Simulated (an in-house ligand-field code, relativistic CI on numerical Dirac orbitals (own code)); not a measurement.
# d3 in a ligand field: terms against the cubic field

Aim: the terms of a d3 shell from Racah B and C and the field, by exact diagonalisation.

Method: parametric ligand-field model of a d^n configuration (Racah B and C, spin-orbit zeta, crystal field), exact diagonalisation. Code: an in-house ligand-field code version 1.

### Step 1. The system

```
shell        : d3
set 1 (cm⁻¹) : B = 300, C = 1280, Td, 10Dq = -2460
set 2 (cm⁻¹) : B = 300, C = 1280, Td, 10Dq = -2730
set 3 (cm⁻¹) : B = 300, C = 1280, Td, 10Dq = -3000
set 4 (cm⁻¹) : B = 300, C = 1280, Td, 10Dq = -3270
set 5 (cm⁻¹) : B = 300, C = 1280, Td, 10Dq = -3540
set 6 (cm⁻¹) : B = 300, C = 1280, Td, 10Dq = -3810
set 7 (cm⁻¹) : B = 300, C = 1280, Td, 10Dq = -4080
set 8 (cm⁻¹) : B = 300, C = 1280, Td, 10Dq = -4350
```

### Step 2. Set 1

The run's settings:

```ini
n = 3
racah_B = 300  # cm-1
racah_C = 1280  # cm-1
zeta = 0  # cm-1
symmetry = Td
field = {"10Dq": -2460}  # cm-1
```

### Step 3. Set 2

The run's settings:

```ini
n = 3
racah_B = 300  # cm-1
racah_C = 1280  # cm-1
zeta = 0  # cm-1
symmetry = Td
field = {"10Dq": -2730}  # cm-1
```

### Step 4. Set 3

The run's settings:

```ini
n = 3
racah_B = 300  # cm-1
racah_C = 1280  # cm-1
zeta = 0  # cm-1
symmetry = Td
field = {"10Dq": -3000}  # cm-1
```

### Step 5. Set 4

The run's settings:

```ini
n = 3
racah_B = 300  # cm-1
racah_C = 1280  # cm-1
zeta = 0  # cm-1
symmetry = Td
field = {"10Dq": -3270}  # cm-1
```

### Step 6. Set 5

The run's settings:

```ini
n = 3
racah_B = 300  # cm-1
racah_C = 1280  # cm-1
zeta = 0  # cm-1
symmetry = Td
field = {"10Dq": -3540}  # cm-1
```

### Step 7. Set 6

The run's settings:

```ini
n = 3
racah_B = 300  # cm-1
racah_C = 1280  # cm-1
zeta = 0  # cm-1
symmetry = Td
field = {"10Dq": -3810}  # cm-1
```

### Step 8. Set 7

The run's settings:

```ini
n = 3
racah_B = 300  # cm-1
racah_C = 1280  # cm-1
zeta = 0  # cm-1
symmetry = Td
field = {"10Dq": -4080}  # cm-1
```

### Step 9. Set 8

The run's settings:

```ini
n = 3
racah_B = 300  # cm-1
racah_C = 1280  # cm-1
zeta = 0  # cm-1
symmetry = Td
field = {"10Dq": -4350}  # cm-1
```

(Steps that only read results are left out.)

What does the calculation give? Wanted: lowest terms; sets at their largest spin, of those that allow S over 1.

**Answer**, as computed:

| set | 10Dq/B (size) | lowest | S | electrons in z² and x²-y² | first level of the same spin (cm⁻¹) |
| --- | --- | --- | --- | --- | --- |
| 1: Td | 8.2 | 4T1 | 1.50 | 1.91 | 4T2 2126 |
| 2: Td | 9.1 | 4T1 | 1.50 | 1.92 | 4T2 2372 |
| 3: Td | 10.0 | 4T1 | 1.50 | 1.92 | 4T2 2621 |
| 4: Td | 10.9 | 4T1 | 1.50 | 1.93 | 4T2 2871 |
| 5: Td | 11.8 | 4T1 | 1.50 | 1.93 | 4T2 3122 |
| 6: Td | 12.7 | 4T1 | 1.50 | 1.94 | 4T2 3375 |
| 7: Td | 13.6 | 4T1 | 1.50 | 1.94 | 4T2 3628 |
| 8: Td | 14.5 | 4T1 | 1.50 | 1.95 | 4T2 3883 |

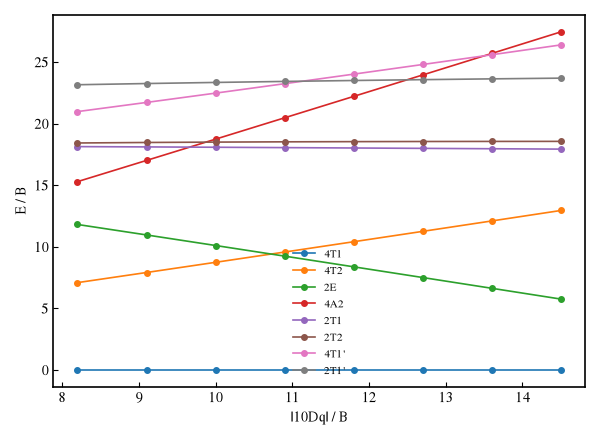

Terms above the lowest against the field, in units of B (a stretch of a Tanabe-Sugano diagram).

| quantity | value |
| --- | --- |
| lowest terms | 1: 4T1, 2: 4T1, 3: 4T1, 4: 4T1, 5: 4T1, 6: 4T1, 7: 4T1, 8: 4T1 |
| sets at their largest spin, of those that allow S over 1 | 1, 2, 3, 4, 5, 6, 7, 8 |

What this shows: The lowest term stays 4T1 over this range. A negative 10Dq stands for a tetrahedral field. B, C and the field are free parameters here, not those of a compound.
